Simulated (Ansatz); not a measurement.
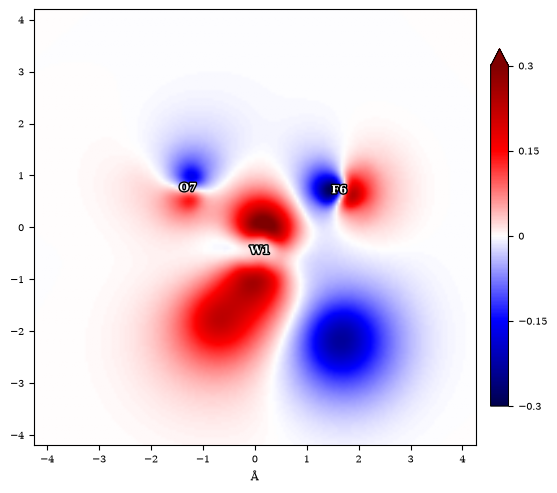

The picture shows: ClFH₄OW. One frontier orbital on the plane of atoms F6, W1 and O7 (values in Å⁻³ᐟ²; the overall sign is arbitrary).

Core potentials replace the inner electrons of W; not at a stationary point (largest force 0.9 eV/Å).

Computed with RKS B3LYP-D4/def2-SVP in Ansatz.

```xyz
8

W     0.1330   -0.1843    0.0078
Cl    0.9250   -0.3774    2.2235
H     1.4057    0.9556    0.0744
H    -0.0134    1.4645    0.4343
H    -1.4157    0.4264    0.1992
F    -0.3067   -2.0542    0.1431
O     0.2686    0.0277   -1.8059
H     0.7525    0.4041   -2.5521
```

Which orbital is it: HOMO or LUMO?

The HOMO, at −7.86 eV. Its weight (Hirshfeld) is mainly on W1 (about 40 %), Cl2 (about 20 %), H4 (about 15 %), F6 (about 10 %) and H3 (about 10 %).
